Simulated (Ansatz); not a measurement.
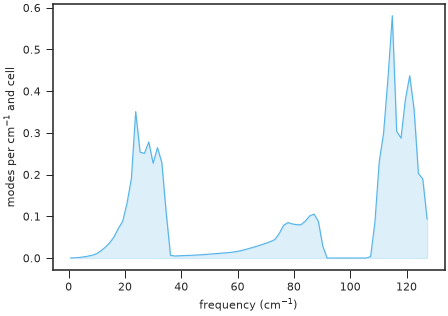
*Phonon density of states of AgI (wurtzite, P6_3mc); finite displacements on a 3×3×2 mesh, PBEsol density-functional theory in Ansatz (plane waves, PAW), k mesh 6×6×4*

Another polymorph of this substance is known too; which is more stable was not tested here. Dynamical quadrupoles are not included in the interpolation of the phonons between the solved wave vectors. Spin-orbit coupling is not included.

Task: Where is the tallest peak, and is there a gap in the spectrum?

Result: The tallest peak lies near 110 cm⁻¹. There is at least one gap; the lowest begins near 92 cm⁻¹.

The PAW data sets were generated under PBE and serve the other functionals too.

Ansatz is a program for electronic structure.
